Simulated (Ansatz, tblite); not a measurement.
**The cluster Si₃B−: charged states by level of theory**

What does removing an electron cost or gain for the cluster Si₃B−? Each charged state is run at several levels.

Method: as each input shows; program: Ansatz 0.2.0, Gaussian basis.

Plan: charge 0 doublet, at the geometry of the singlet (PBE0-D4/def2-TZVPD, PBE-D4/def2-TZVPD, r2SCAN-D4/def2-TZVPD, CCSD(T)/def2-TZVPPD); the starting singlet's energies come from earlier runs.

## 1. The geometry

The geometry is that of the singlet, from an earlier relaxation (PBE0-D4/def2-TZVPD). At that level it is the lowest of the isomers that a small search found.

4 atoms, charge -1, spin multiplicity 1.

Atoms are counted from 1 here; the program's logs count them from 0.

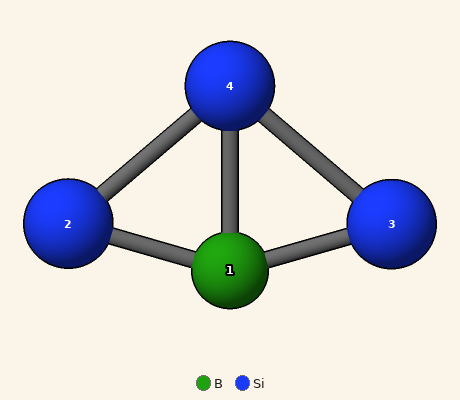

The structure; boron green, silicon blue; atoms are numbered from 1 in the order of the file.

As a file:

```xyz
4

B    -0.0870   -0.6942    0.3418
Si   -1.8300   -0.0570    0.0050
Si    1.7726   -0.4067    0.2118
Si    0.1445    1.1579   -0.5586
```

The ion is computed in the gas phase, without counter-ions or solvent.

## 2. Charge 0 doublet at the fixed geometry, first pass, PBE0-D4/def2-SVP

in.yaml

```yaml
crystal:
  periodic: [false, false, false]
  atoms:
    - {symbol: B, position_ang: [-0.087011, -0.694207, 0.341837]}
    - {symbol: Si, position_ang: [-1.830045, -0.056991, 0.004955]}
    - {symbol: Si, position_ang: [1.772593, -0.406708, 0.211818]}
    - {symbol: Si, position_ang: [0.144472, 1.157896, -0.558611]}
basis:
  gaussian: {orbitals: def2-SVP}
magnetization: {spin_polarized: true, initial_magnetization: 1}
hamiltonian: {xc: pbe0, dispersion: d4}
output: {orbitals: {seedname: orbitals}}
```

Command:

```sh
$ ansatz run in.yaml --threads 2 --pin off --events-out ev --progress --plain --max-ram 4352MiB
```

What it wrote:

```text
Functional definition: PBE0
  name "PBE0"
  cite "Adamo & Barone, J. Chem. Phys. 110, 6158 (1999) doi:10.1063/1.478522"
  cite "Perdew, Burke & Ernzerhof, Phys. Rev. Lett. 77, 3865 (1996) doi:10.1103/PhysRevLett.77.3865"
  parent pbe
  parameter a = 0.25
  parameter kappa = 0.804
  parameter beta = 0.06672455060314922
  exchange = (1 - a)*pbe_x(kappa = kappa, mu = beta*pi^2/3) + a*exact_x
  correlation = pbe_c(beta = beta)
644 factors; integrals over basis functions are off by at most 8.0e-4 eV
mean field evaluation 1: about -24279.7189 eV, gradient 3.0e1 eV
mean field evaluation 2: about -24264.5605 eV, gradient 4.7e1 eV
mean field evaluation 4: about -24285.6555 eV, gradient 4.9e0 eV
mean field evaluation 8: about -24285.8816 eV, gradient 1.8e-1 eV
mean field evaluation 16: about -24285.8865 eV, gradient 9.1e-3 eV
mean field evaluation 32: about -24286.1775 eV, gradient 2.1e-5 eV
mean field -24286.17749353 eV, -892.5005611249 hartree, gradient 6.8e-6 eV, S^2 0.763618; 5 other end points of the search recorded, 0 dependent functions left out
reference -24286.17751623 eV, -892.5005619590 hartree; 24, 23 occupied and 44, 45 virtual orbitals, 644 factors
Total energy: -24286.34837732 eV, -892.5068409883 hartree
```

It took 4.6 s on 2 threads of Arm Neoverse V2, shared host.

From the report: HOMO -6.34 eV, LUMO -4.49 eV (over both spins); ⟨S²⟩ 0.764 (pure: 0.75).

## 3. Charge 0 doublet at the fixed geometry, PBE0-D4/def2-TZVPD

start.molden holds the orbitals of an earlier run on this state, given as this run's starting guess.

in.yaml, as its differences from that of step 2:

```diff
@@ -8,5 +8,6 @@
 basis:
-  gaussian: {orbitals: def2-SVP}
+  gaussian: {orbitals: def2-TZVPD, initial_orbitals: start.molden}
 magnetization: {spin_polarized: true, initial_magnetization: 1}
 hamiltonian: {xc: pbe0, dispersion: d4}
+scf: {omitted_lower_state_checks: [starts]}
 output: {orbitals: {seedname: orbitals}}
```

Same command.

What it wrote:

```text
Functional definition: PBE0
  name "PBE0"
  cite "Adamo & Barone, J. Chem. Phys. 110, 6158 (1999) doi:10.1063/1.478522"
  cite "Perdew, Burke & Ernzerhof, Phys. Rev. Lett. 77, 3865 (1996) doi:10.1103/PhysRevLett.77.3865"
  parent pbe
  parameter a = 0.25
  parameter kappa = 0.804
  parameter beta = 0.06672455060314922
  exchange = (1 - a)*pbe_x(kappa = kappa, mu = beta*pi^2/3) + a*exact_x
  correlation = pbe_c(beta = beta)
these checks for a lower state are left out or cut short: starts
1053 factors; their error is unknown
mean field evaluation 1: about -24293.0282 eV, gradient 7.9e1 eV
mean field evaluation 2: about -24294.9234 eV, gradient 2.2e0 eV
mean field evaluation 4: about -24294.9711 eV, gradient 8.3e-2 eV
mean field evaluation 8: about -24294.9712 eV, gradient 1.6e-5 eV
mean field -24294.97116112 eV, -892.8237224482 hartree, gradient 1.6e-5 eV, S^2 0.764743; 0 other end points of the search recorded, 0 dependent functions left out
reference -24294.97118994 eV, -892.8237235072 hartree; 24, 23 occupied and 142, 143 virtual orbitals, 1053 factors
Total energy: -24295.14205103 eV, -892.8300025365 hartree
Checks for a lower state left out: starts
```

It took 8 s on 2 threads of Arm Neoverse V2, shared host.

From the report: HOMO -6.27 eV, LUMO -4.41 eV (over both spins); ⟨S²⟩ 0.765 (pure: 0.75).

## 4. Charge 0 doublet at the fixed geometry, PBE-D4/def2-TZVPD

in.yaml, as its differences from that of step 3:

```diff
@@ -10,3 +10,3 @@
 magnetization: {spin_polarized: true, initial_magnetization: 1}
-hamiltonian: {xc: pbe0, dispersion: d4}
+hamiltonian: {xc: pbe, dispersion: d4}
 scf: {omitted_lower_state_checks: [starts]}
```

Same command.

What it wrote:

```text
Functional definition: PBE
  name "PBE"
  cite "Perdew, Burke & Ernzerhof, Phys. Rev. Lett. 77, 3865 (1996) doi:10.1103/PhysRevLett.77.3865"
  parent pbe
  parameter kappa = 0.804
  parameter beta = 0.06672455060314922
  exchange = pbe_x(kappa = kappa, mu = beta*pi^2/3)
  correlation = pbe_c(beta = beta)
these checks for a lower state are left out or cut short: starts
990 factors; their error is unknown
mean field evaluation 1: about -24292.9511 eV, gradient 7.5e0 eV
mean field evaluation 2: about -24293.0371 eV, gradient 1.4e-1 eV
mean field evaluation 4: about -24293.0281 eV, gradient 1.2e-3 eV
mean field evaluation 8: about -24293.0281 eV, gradient 2.7e-5 eV
mean field evaluation 16: about -24293.0281 eV, gradient 2.5e-6 eV
mean field -24293.02810003 eV, -892.7523162704 hartree, gradient 2.8e-6 eV, S^2 0.758382; 0 other end points of the search recorded, 0 dependent functions left out
reference -24293.02813925 eV, -892.7523177114 hartree; 24, 23 occupied and 142, 143 virtual orbitals, 990 factors
Total energy: -24293.23047130 eV, -892.7597532773 hartree
Checks for a lower state left out: starts
```

Wall time 9.5 s (2 threads of Arm Neoverse V2, shared host).

Report: HOMO -5.34 eV, LUMO -5.21 eV (over both spins); ⟨S²⟩ 0.758 (pure: 0.75).

## 5. Charge 0 doublet at the fixed geometry, r2SCAN-D4/def2-TZVPD

in.yaml, as its differences from that of step 4:

```diff
@@ -10,3 +10,3 @@
 magnetization: {spin_polarized: true, initial_magnetization: 1}
-hamiltonian: {xc: pbe, dispersion: d4}
+hamiltonian: {xc: r2scan, dispersion: d4}
 scf: {omitted_lower_state_checks: [starts]}
```

Launched as before.

What it wrote:

```text
Functional definition: r2SCAN
  name "r2SCAN"
  cite "Furness, Kaplan, Ning, Perdew & Sun, J. Phys. Chem. Lett. 11, 8208 (2020) doi:10.1021/acs.jpclett.0c02405"
  cite "Furness, Kaplan, Ning, Perdew & Sun, J. Phys. Chem. Lett. 11, 9248 (2020) doi:10.1021/acs.jpclett.0c03077"
  parent r2scan
  parameter k0 = 0.174
  parameter k1 = 0.065
  parameter a1 = 4.9479
  exchange = r2scan_x(k0 = k0, k1 = k1, a1 = a1)
  correlation = r2scan_c
these checks for a lower state are left out or cut short: starts
990 factors; their error is unknown
mean field evaluation 1: about -24303.1237 eV, gradient 5.2e0 eV
mean field evaluation 2: about -24303.1643 eV, gradient 7.5e-2 eV
mean field evaluation 4: about -24303.1539 eV, gradient 8.3e-4 eV
mean field evaluation 8: about -24303.1539 eV, gradient 2.8e-5 eV
mean field -24303.15394383 eV, -893.1244341662 hartree, gradient 2.2e-6 eV, S^2 0.767967; 0 other end points of the search recorded, 0 dependent functions left out
reference -24303.15396177 eV, -893.1244348255 hartree; 24, 23 occupied and 142, 143 virtual orbitals, 990 factors
Total energy: -24303.19214752 eV, -893.1258381261 hartree
Checks for a lower state left out: starts
```

It took 21 s on 2 threads of Arm Neoverse V2, shared host.

HOMO -5.49 eV, LUMO -4.96 eV (over both spins); ⟨S²⟩ 0.768 (pure: 0.75).

## 6. Charge 0 doublet at the fixed geometry, CCSD(T)/def2-TZVPPD

in.yaml, as its differences from that of step 5:

```diff
@@ -8,6 +8,6 @@
 basis:
-  gaussian: {orbitals: def2-TZVPD, initial_orbitals: start.molden}
+  gaussian: {orbitals: "def2-TZVPPD.json", initial_orbitals: start.molden}
 magnetization: {spin_polarized: true, initial_magnetization: 1}
-hamiltonian: {xc: r2scan, dispersion: d4}
-scf: {omitted_lower_state_checks: [starts]}
+correlation: {method: ccsd_t}
+scf: {omitted_lower_state_checks: [starts, cluster_reference]}
 output: {orbitals: {seedname: orbitals}}
```

Same command.

What it wrote (excerpt; [...] marks lines left out):

```text
Functional definition: HF
  name "HF"
  cite "Fock, Z. Phys. 61, 126 (1930) doi:10.1007/BF01340294"
  parent pbe
[...]
1081 factors; integrals over basis functions are off by at most 6.4e-4 eV
[...]
mean field -24255.13330070 eV, -891.3597080809 hartree, gradient 2.5e-6 eV, S^2 0.908797; 0 other end points of the search recorded, 0 dependent functions left out
16 core orbitals not correlated: weight in the atoms' cores, before any rotation towards them, 1.000 or more for the frozen orbitals, at most 0.000 for the correlated occupied ones
reference -24255.13330070 eV, -891.3597080809 hartree; 8, 7 occupied and 157, 158 virtual orbitals, 1081 factors
second order -10.44302036 eV of doubles, -0.00000000 eV of singles
cycle   1  -10.65380706 eV  change   -2.1e-1 eV  update   1.3e-1
[...]
cycle  15  -11.27881968 eV  change    9.4e-6 eV  update   1.7e-5
perturbative correction -0.92511241 eV, -0.0339972541 hartree
Total energy: -24267.33723279 eV, -891.8081943130 hartree
Checks for a lower state left out: starts, cluster_reference
```

Wall time 67 s (2 threads of Arm Neoverse V2, shared host); peak memory 3.5 GiB.

Hartree-Fock HOMO -8.21 eV, LUMO -0.96 eV (over both spins); ⟨S²⟩ 0.909 (pure: 0.75); T1 0.041. Doubts: spin contamination.

## 7. Vertical ionisation energy

Charged state less starting state, singlet to doublet; the starting state's energies are those of its earlier runs.

```csv
level,vertical ionisation energy (eV),time
HF/def2-TZVPPD†,+1.90,
PBE-D4/def2-TZVPD,+2.86,11 s
r2SCAN-D4/def2-TZVPD,+2.83,25 s
PBE0-D4/def2-TZVPD,+2.88,11 s
MP2/def2-TZVPPD†,+3.21,
CCSD/def2-TZVPPD†,+2.85,
CCSD(T)/def2-TZVPPD†,+2.96,85 s
```

Times add the two runs; a level without a time comes out of a correlated run. † marks a level with a doubtful state (flagged, unstable, out of aufbau order, or strongly spin-contaminated); such levels are left out of the summary. CCSD(T)/def2-TZVPPD is no safe reference here (spin contamination).

Beside −ε(HOMO) of the starting state:

```
               level  −ε(HOMO) (eV)  by difference (eV)  mismatch (eV)
   PBE-D4/def2-TZVPD           0.47                2.86          -2.39
r2SCAN-D4/def2-TZVPD           0.63                2.83          -2.21
  PBE0-D4/def2-TZVPD           1.31                2.88          -1.57
```

## 8. Summary of results

| quantity | value |
| --- | --- |
| vertical ionisation energy, functionals in def2-TZVPD | 2.83 (r2SCAN-D4) to 2.88 eV (PBE0-D4) |

What this shows: The vertical ionisation energy spans 2.83 to 2.88 eV over the functionals. −ε(HOMO) misses the level's own difference by -1.57 eV at best (PBE0-D4) and -2.39 eV at worst (PBE-D4).
